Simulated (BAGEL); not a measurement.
# C3H9Ga (SMILES C[Ga](C)C): a chain of runs

Aim: a single-point energy (HF/def2-SVP), then the energy (NEVPT2(2,2)/def2-SVP) of C3H9Ga. 

The results are computed with BAGEL 1.2.2.

1 further run of the same task is left out (set aside as unsound or not needed).

### 1 The molecule

C3H9Ga: 13 atoms, total charge 0, spin state singlet. SMILES: `C[Ga](C)C`. The C4–H13 distance was set to 2.074 Å, away from the relaxed value. At this shape a bond of the SMILES string is far longer than usual.

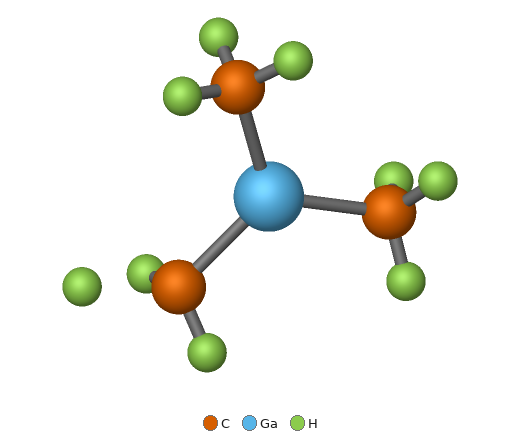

The structure, seen from a chosen angle (carbon orange, gallium blue, hydrogen green).

### 2 A single-point energy at HF/def2-SVP (density fitting with svp-jkfit) (run 1)

Contents of calc.json:

```json
{ "bagel" : [

{
  "title" : "molecule",
  "basis" : "svp",
  "df_basis" : "svp-jkfit",
  "geometry" : [
    { "atom" : "C", "xyz" : [    -1.71163833,     4.67508606,    -2.23930845 ] },
    { "atom" : "Ga", "xyz" : [    -0.92256429,     1.50420121,    -0.43140747 ] },
    { "atom" : "C", "xyz" : [     1.67269108,     1.50076191,     2.25370438 ] },
    { "atom" : "C", "xyz" : [    -2.84207250,    -1.60798875,    -1.18688218 ] },
    { "atom" : "H", "xyz" : [    -0.04378495,     5.87090475,    -2.45764741 ] },
    { "atom" : "H", "xyz" : [    -3.09546588,     5.75763456,    -1.14440113 ] },
    { "atom" : "H", "xyz" : [    -2.53508649,     4.32888823,    -4.09895013 ] },
    { "atom" : "H", "xyz" : [     3.18985770,     2.84318555,     1.85982877 ] },
    { "atom" : "H", "xyz" : [     2.49254876,    -0.37027483,     2.54260571 ] },
    { "atom" : "H", "xyz" : [     0.80288794,     2.07444496,     4.04259472 ] },
    { "atom" : "H", "xyz" : [    -3.47106784,    -1.67085993,    -3.15119579 ] },
    { "atom" : "H", "xyz" : [    -4.53802611,    -1.66615452,    -0.00094675 ] },
    { "atom" : "H", "xyz" : [    -0.77093267,    -4.84429402,    -0.40908791 ] }
  ]
},

{ "title" : "hf" },

{ "title" : "print", "file" : "orbitals.molden", "orbitals" : true }

]}
```

Launch:

```sh
$ BAGEL_NUM_THREADS=1 BAGEL calc.json > calc.out
```

Log:

```text
* using 1 threads per process

  ===============================================================
  ===============================================================

  *** Geometry ***

  { "atom" : "C", "xyz" : [     -1.711638,      4.675086,     -2.239308 ] },
  { "atom" : "Ga", "xyz" : [     -0.922564,      1.504201,     -0.431407 ] },
  { "atom" : "C", "xyz" : [      1.672691,      1.500762,      2.253704 ] },
  { "atom" : "C", "xyz" : [     -2.842073,     -1.607989,     -1.186882 ] },
  { "atom" : "H", "xyz" : [     -0.043785,      5.870905,     -2.457647 ] },
  { "atom" : "H", "xyz" : [     -3.095466,      5.757635,     -1.144401 ] },
  { "atom" : "H", "xyz" : [     -2.535086,      4.328888,     -4.098950 ] },
  { "atom" : "H", "xyz" : [      3.189858,      2.843186,      1.859829 ] },
  { "atom" : "H", "xyz" : [      2.492549,     -0.370275,      2.542606 ] },
  { "atom" : "H", "xyz" : [      0.802888,      2.074445,      4.042595 ] },
  { "atom" : "H", "xyz" : [     -3.471068,     -1.670860,     -3.151196 ] },
  { "atom" : "H", "xyz" : [     -4.538026,     -1.666155,     -0.000947 ] },
  { "atom" : "H", "xyz" : [     -0.770933,     -4.844294,     -0.409088 ] },

  Number of auxiliary basis functions:      653

  Since a DF basis is specified, we compute 2- and 3-index integrals:
    o Being stored without compression. Storage requirement is 0.074 GB

  Number of basis functions:      119
  Number of electrons      :       58

    * METHOD: MOLECULE                             0.60

  *** RHF ***

  === Nuclear Repulsion ===
   267.0605199294

      * DIIS with orbital gradients will be used.

  === RHF iteration (svp) ===
      0      -2041.36676407          0.01432594           0.23
      1      -2041.54802100          0.00764004           0.22
      2      -2041.59970450          0.00131613           0.22
      3      -2041.60260466          0.00059304           0.22
      4      -2041.60302373          0.00009962           0.21
      5      -2041.60305756          0.00003328           0.22
      6      -2041.60306067          0.00001179           0.22
      7      -2041.60306091          0.00000416           0.21
      8      -2041.60306094          0.00000125           0.22
      9      -2041.60306095          0.00000034           0.21
     10      -2041.60306095          0.00000017           0.22
     11      -2041.60306095          0.00000008           0.22
     12      -2041.60306095          0.00000004           0.22
     13      -2041.60306095          0.00000002           0.22
     14      -2041.60306095          0.00000001           0.23
    * SCF iteration converged.

    * Permanent dipole moment:
           (    0.341146,    -0.716513,     0.125297) a.u.

    * METHOD: HF                                   3.76

    * METHOD: PRINT                                0.04

  ===============================================================
```

Run time: 4.8 s. Hardware: 1 thread of Arm Neoverse V1, shared host; peak memory 0.24 GiB.

### 3 The energy at NEVPT2(2,2)/def2-SVP (density fitting with svp-jkfit) (run 2)

Contents of job.json:

```json
{ "bagel": [

{
  "title": "molecule",
  "basis": "svp",
  "df_basis": "svp-jkfit",
  "angstrom": false,
  "geometry": [
    { "atom": "C", "xyz": [ -1.71163833,  4.67508606, -2.23930845 ] },
    { "atom": "Ga", "xyz": [ -0.92256429,  1.50420121, -0.43140747 ] },
    { "atom": "C", "xyz": [  1.67269108,  1.50076191,  2.25370438 ] },
    { "atom": "C", "xyz": [ -2.84207250, -1.60798875, -1.18688218 ] },
    { "atom": "H", "xyz": [ -0.04378495,  5.87090475, -2.45764741 ] },
    { "atom": "H", "xyz": [ -3.09546588,  5.75763456, -1.14440113 ] },
    { "atom": "H", "xyz": [ -2.53508649,  4.32888823, -4.09895013 ] },
    { "atom": "H", "xyz": [  3.18985770,  2.84318555,  1.85982877 ] },
    { "atom": "H", "xyz": [  2.49254876, -0.37027483,  2.54260571 ] },
    { "atom": "H", "xyz": [  0.80288794,  2.07444496,  4.04259472 ] },
    { "atom": "H", "xyz": [ -3.47106784, -1.67085993, -3.15119579 ] },
    { "atom": "H", "xyz": [ -4.53802611, -1.66615452, -0.00094675 ] },
    { "atom": "H", "xyz": [ -0.77093267, -4.84429402, -0.40908791 ] }
  ]
},
{ "title": "hf" },
{ "title": "nevpt2", "nstate": 1, "nact": 2, "nclosed": 28, "active": [29, 30], "maxiter": 200, "natocc": true, "ncore": 12 },
{ "title": "print", "file": "orbitals.molden", "orbitals": true }

]}
```

Launch:

```sh
$ BAGEL_NUM_THREADS=1 BAGEL job.json > job.out
```

Log:

```text
* using 1 threads per process

  ===============================================================
  ===============================================================

  *** Geometry ***

  { "atom" : "C", "xyz" : [     -1.711638,      4.675086,     -2.239308 ] },
  { "atom" : "Ga", "xyz" : [     -0.922564,      1.504201,     -0.431407 ] },
  { "atom" : "C", "xyz" : [      1.672691,      1.500762,      2.253704 ] },
  { "atom" : "C", "xyz" : [     -2.842073,     -1.607989,     -1.186882 ] },
  { "atom" : "H", "xyz" : [     -0.043785,      5.870905,     -2.457647 ] },
  { "atom" : "H", "xyz" : [     -3.095466,      5.757635,     -1.144401 ] },
  { "atom" : "H", "xyz" : [     -2.535086,      4.328888,     -4.098950 ] },
  { "atom" : "H", "xyz" : [      3.189858,      2.843186,      1.859829 ] },
  { "atom" : "H", "xyz" : [      2.492549,     -0.370275,      2.542606 ] },
  { "atom" : "H", "xyz" : [      0.802888,      2.074445,      4.042595 ] },
  { "atom" : "H", "xyz" : [     -3.471068,     -1.670860,     -3.151196 ] },
  { "atom" : "H", "xyz" : [     -4.538026,     -1.666155,     -0.000947 ] },
  { "atom" : "H", "xyz" : [     -0.770933,     -4.844294,     -0.409088 ] },

  Number of auxiliary basis functions:      653

  Since a DF basis is specified, we compute 2- and 3-index integrals:
    o Being stored without compression. Storage requirement is 0.074 GB

  Number of basis functions:      119
  Number of electrons      :       58

    * METHOD: MOLECULE                             0.60

  *** RHF ***

  === Nuclear Repulsion ===
   267.0605199294

      * DIIS with orbital gradients will be used.

  === RHF iteration (svp) ===
      0      -2041.36676407          0.01432594           0.23
      1      -2041.54802100          0.00764004           0.21
      2      -2041.59970450          0.00131613           0.22
      3      -2041.60260466          0.00059304           0.22
      4      -2041.60302373          0.00009962           0.21
      5      -2041.60305756          0.00003328           0.22
      6      -2041.60306067          0.00001179           0.22
      7      -2041.60306091          0.00000416           0.22
      8      -2041.60306094          0.00000125           0.22
      9      -2041.60306095          0.00000034           0.22
     10      -2041.60306095          0.00000017           0.21
     11      -2041.60306095          0.00000008           0.22
     12      -2041.60306095          0.00000004           0.23
     13      -2041.60306095          0.00000002           0.22
     14      -2041.60306095          0.00000001           0.22
    * SCF iteration converged.

    * Permanent dipole moment:
           (    0.341146,    -0.716513,     0.125297) a.u.

    * METHOD: HF                                   3.75

    * freezing 12 orbitals
  ---------------------------
      CASSCF calculation
  ---------------------------

    ==== Active orbitals : =====
         Orbital 29
         Orbital 30
    ============================

    * nstate   :      1
    * nclosed  :     28
    * nact     :      2
    * nvirt    :     89
  === CASSCF iteration (svp) ===

    * Using the second-order algorithm

      0  0     -2041.61552870     1.40e-03      0.06

      1  0     -2041.64633648     1.79e-03      1.17

      2  0     -2041.65753653     7.25e-04      1.20

      3  0     -2041.65812880     2.06e-04      1.28

      4  0     -2041.65815858     5.56e-05      1.20

      5  0     -2041.65816050     1.50e-05      1.29

      6  0     -2041.65816064     4.04e-06      1.26

      7  0     -2041.65816065     1.09e-06      1.27

      8  0     -2041.65816065     2.91e-07      1.20

      9  0     -2041.65816065     7.82e-08      1.16

     10  0     -2041.65816065     2.10e-08      1.06

     11  0     -2041.65816065     5.63e-09      1.02

    * Second-order optimization converged. *

     guess   0:   closed 1.                   open ..

  === FCI iteration ===

      0  0     -2041.59787596     8.35e-02      0.00
      1  0     -2041.65742565     8.68e-03      0.00
      2  0 *   -2041.65816065     3.63e-16      0.00

     * ci vector, state   0, <S^2> = 0.0000
       2.     0.9404524643
       .2    -0.3399252307

  === DF-NEVPT2 calculation ===

    * 3-index integral transformation done
    * assembly done

      NEVPT2 correlation energy:   -0.6315425844      0.60

          (+0)     -0.5838066170
          (+0)'    -0.0119644022
          (+1)     -0.0072303859
          (+1)'    -0.0000000000
          (+2)     -0.0003559951
          (-1)     -0.0256974355
          (-1)'     0.0000000000
          (-2)     -0.0024877485

      NEVPT2 total energy:       -2042.2897032328

    * METHOD: NEVPT2                              14.67

    * METHOD: PRINT                                0.04

  ===============================================================
```

Wall time 19 s (1 thread of Arm Neoverse V1, shared host); peak memory 0.24 GiB.

### 4 Results

| quantity | value |
| --- | --- |
| run 1, HF/def2-SVP: total energy | -2041.60306 Eh |
| run 1, HF/def2-SVP: dipole moment | 2.04 D |
| run 1, HF/def2-SVP: HOMO energy | -9.35 eV |
| run 1, HF/def2-SVP: LUMO energy | 1.43 eV |
| run 1, HF/def2-SVP: HOMO–LUMO gap | 10.78 eV |
| run 2, NEVPT2(2,2)/def2-SVP: total energy | -2042.28970 Eh |
